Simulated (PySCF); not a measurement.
System: C3H9FSi2 (SMILES FC/C([SiH3])=C\[SiH3]).

```xyz
15

F    -1.4675    2.0463   -0.3714
C    -0.2698    1.4114   -0.1306
C    -0.4512   -0.0726   -0.0806
Si   -2.2196   -0.6795   -0.3917
C     0.5876   -0.8725    0.1647
Si    2.3625   -0.3285    0.4707
H     0.1079    1.8079    0.8190
H     0.4089    1.7099   -0.9383
H    -3.1026   -0.1190    0.6295
H    -2.1887   -2.1416   -0.2976
H    -2.6360   -0.2581   -1.7288
H     0.3903   -1.9372    0.1856
H     2.8691    0.4009   -0.6967
H     3.1807   -1.5179    0.7064
H     2.4241    0.5583    1.6378
```

Geometry: GFN2-xTB.

The calculation used PBE0/def2-SVPD, SCF density, gas phase (PySCF).

Q: What will maps of the electron density and electron localisation function show?

A: C–C (1.33 Å): the density is about 2.3 e/Å³ at the midpoint; the ELF peaks at about 0.90 between the atoms; a multiple bond.
C–F (1.38 Å): ρ is about 2.1 e/Å³ halfway, with its minimum of 1.6 e/Å³ about 0.5 Å from C; the ELF peaks at about 0.85 between the atoms (a polar covalent bond).
C–Si (1.88 Å): ρ is about 0.94 e/Å³ halfway; the ELF peaks at about 0.95 between the atoms: a shared electron pair.
C–H (1.08 Å): ρ at the midpoint is about 2 e/Å³; the ELF climbs to about 1 towards the hydrogen, as it does in any bond to H; an ordinary covalent bond to hydrogen.

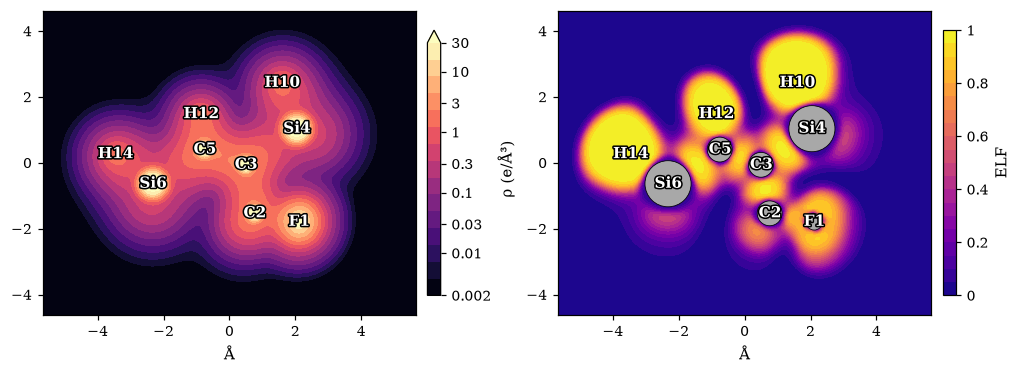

Computed electron density and electron localisation function on the plane of atoms C2, C3 and Si4, in this order. Grey discs cover the atomic cores in the ELF map. 
